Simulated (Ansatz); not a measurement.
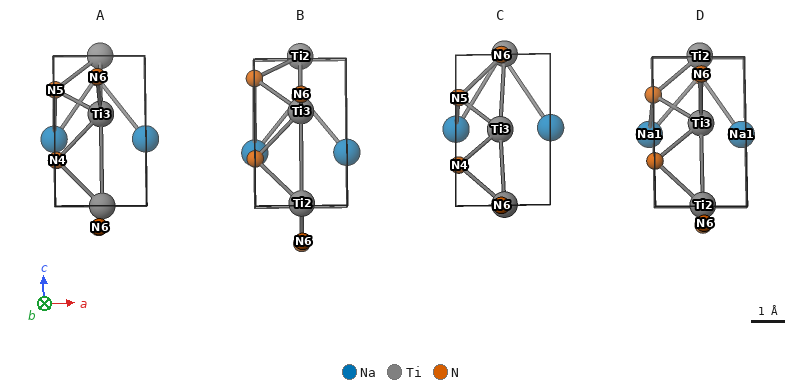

4 geometries from one relaxation of crystalline NaTi₂N₃ (built on the CeAl2Cu3-65 type type), in shuffled order. Style: ball-and-stick. Shown: the cell of the calculation, reduced to other axes, along the b axis. Lengths and directions refer to the drawn axes.

Case: shaken.

Theory: DFT, PBEsol, plane waves, PAW in Ansatz 0.2.0. Set-up: plane-wave cutoff 420 eV; k-point mesh 6 × 6 × 6; occupations fermi dirac; smearing width 0.05 eV; no spin polarisation; cell and atoms relaxed; force threshold 0.01 eV/Å; at most 120 steps.

Q: Put them in the order of the run, from the start to the converged end.

A: C, D, A, B. They are steps 0, 4, 8, 19, at +847 meV per atom, +574 meV per atom, +86.9 meV per atom relative to the last. N6 moves most relative to the cell: 1.29 Å along −c. Largest moves by element: N 1.29 Å, Ti 0.74 Å, Na 0.67 Å. Cell: a 2.947 → 2.869 Å (−2.7 %), b 5.392 → 5.428 Å (+0.7 %), c 5.402 → 5.279 Å (−2.3 %), α 60.5° → 60.9°, β 88.9° → 90.0°, γ 89.4° → 90.0°. Volume −3.8 %. Among the contacts that change: Na1–N5 3.838 → 2.594 Å, Na1–N4 3.625 → 2.592 Å, Ti3–N6 2.695 → 1.828 Å, Ti2–N6 2.663 → 1.828 Å. New bonds form, among them: Na1–N4 (3.63 → 2.59 Å), Na1–N5 (3.84 → 2.59 Å), Ti3–N6 (2.69 → 1.83 Å). Bond angles that change, for instance: N4–Na1–N5 175.7° → 130.3°, Na1–N5–Ti3 99.5° → 83.1°, Na1–N4–Ti2 98.2° → 83.1°. The space group (tolerance 0.01 Å) goes from P1 (No. 1) to Amm2 (No. 38). Over 17 accepted moves (19 points after the start) the energy falls by 847 meV per atom. Largest force component: 2.1 eV/Å at the start, 0.0061 eV/Å at the end. The pressure goes from −0.51 to −0.01 GPa. The SCF was repeated twice at an unchanged geometry on a basis and grid sized afresh for the cell, which shifted the energy by 0.8 meV per atom at most. The run took 3.2 min on 2 threads of Intel(R) Xeon(R) Platinum 8488C (Sapphire Rapids), with other jobs on the host, peak memory 0.54 GiB.
